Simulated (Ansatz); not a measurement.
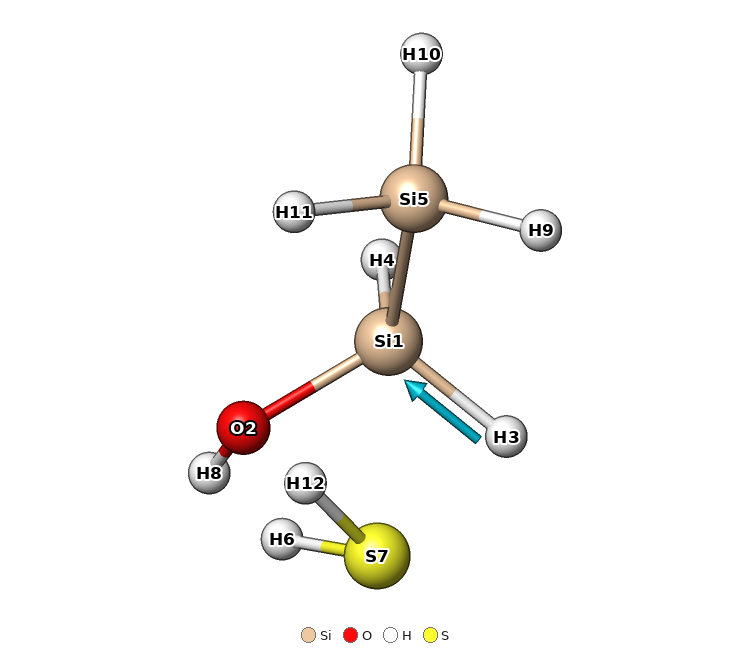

The arrows show one normal mode. Harmonic vibrations computed with RKS PBE0-D4/def2-TZVP (Ansatz 0.2.0) at a stationary point of the same level.

> Describe the motion.

Mostly Si–H stretching.

> Estimate its harmonic wavenumber.

2197 cm⁻¹; it is mode 24 of 30 counted from the lowest.
